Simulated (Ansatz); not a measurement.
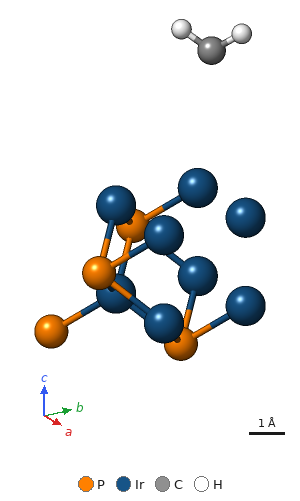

Starting frame of a dynamics run of CH2 on PIr2(001) (15 atoms in the cell). Style: ball-and-stick. Shown: the simulation cell, with the vacuum cut short, from a free direction. Bonds to atoms that aren't drawn are left out.

Computed with Ansatz 0.2.0, DFT r2SCAN, scalar-relativistic, plane waves, PAW.

Input file:
```yaml
crystal:
  lattice:
    - [5.535, 0.0, 0.0]
    - [0.0, 5.535, 0.0]
    - [0.0, 0.0, 18.15125]
  atoms:
    - { symbol: P, position: [0.0, 0.0, 0.0550926] }
    - { symbol: Ir, position: [0.25, 0.75, 0.2837959] }
    - { symbol: Ir, position: [0.25, 0.25, 0.2837959] }
    - { symbol: P, position: [0.0, 0.5, 0.2075615] }
    - { symbol: Ir, position: [0.25, 0.25, 0.131327] }
    - { symbol: Ir, position: [0.25, 0.75, 0.131327] }
    - { symbol: P, position: [0.5, 0.0, 0.2075615] }
    - { symbol: Ir, position: [0.75, 0.75, 0.131327] }
    - { symbol: Ir, position: [0.75, 0.25, 0.131327] }
    - { symbol: P, position: [0.5, 0.5, 0.0550926] }
    - { symbol: Ir, position: [0.75, 0.25, 0.2837959] }
    - { symbol: Ir, position: [0.75, 0.75, 0.2837959] }
    - { symbol: C, position: [0.0884619, 0.9292137, 0.4938712] }
    - { symbol: H, position: [0.1981822, 1.0492167, 0.5269268] }
    - { symbol: H, position: [-0.0212585, 0.8092106, 0.5269268] }
basis:
  ecutwfc: 500.0
kpoints:
  mp_grid: { grid: [3, 3, 1] }
hamiltonian:
  xc: r2scan
scf:
  occupations: { method: fermi_dirac, width: 0.05 }
  lower_state_search: "off"
md:
  timestep: 0.5
  n_steps: 150
  ensemble: nve
  initial_velocities: zero
  seed: 646167
  initial_site_velocities:
    - { site: 12, velocity: [0.015537, 0.0, -0.042687] }
    - { site: 13, velocity: [0.015537, 0.0, -0.042687] }
    - { site: 14, velocity: [0.015537, 0.0, -0.042687] }
  constraints: [{ sites: [0, 9] }]
```

Command:
```bash
ansatz run input.yaml --threads 4 --pin off --max-ram 10240MiB --backend cpu --events-out ev --progress --plain --runs-dir out
```

### What does the trajectory do?

The mean temperature in the second half is 3003 K (standard deviation 649 K). It is well above the start because potential energy is released as heat. The potential energy in the second half lies on average 236 meV per atom below the first frame. In the second half of the run the atoms are, in the root-mean-square, this far from where they began (common drift taken out): H 2.86 Å, C 2.57 Å, P 0.10 Å, Ir 0.05 Å. The run lasts only 75 fs, too short to tell vibration from diffusion.

Along the run (each row but the first and the last is the mean over the interval that it begins):

| time (fs) | potential energy (meV/atom) | T (K) |
| --- | --- | --- |
| 0.0 | 0.0 | 893 |
| 7.5 | -20.2 | 1073 |
| 15.0 | -53.1 | 1366 |
| 22.5 | -120.0 | 1964 |
| 30.0 | -252.8 | 3148 |
| 37.5 | -190.4 | 2591 |
| 45.0 | -180.6 | 2504 |
| 52.5 | -304.6 | 3611 |
| 60.0 | -266.3 | 3270 |
| 67.5 | -242.4 | 3055 |
| 75.0 | -205.6 | 2726 |

The paths of the atoms:

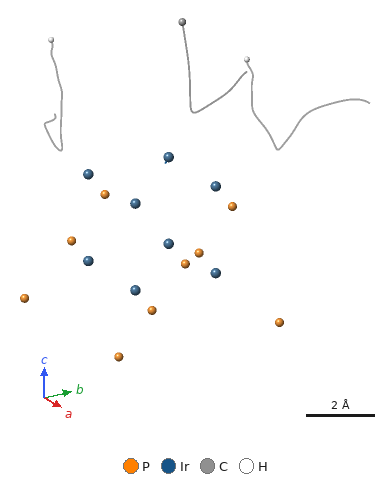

Limits of the set-up: the k-point mesh is coarse for a cell with partly filled bands; the periodic images lie only 5.5 Å apart, so the values are limited by the cell's size.

Cost: 30 min on 4 threads of Intel(R) Xeon(R) Platinum 8375C CPU @ 2.90GHz (Ice Lake) (shared host), peak memory 2.7 GiB.
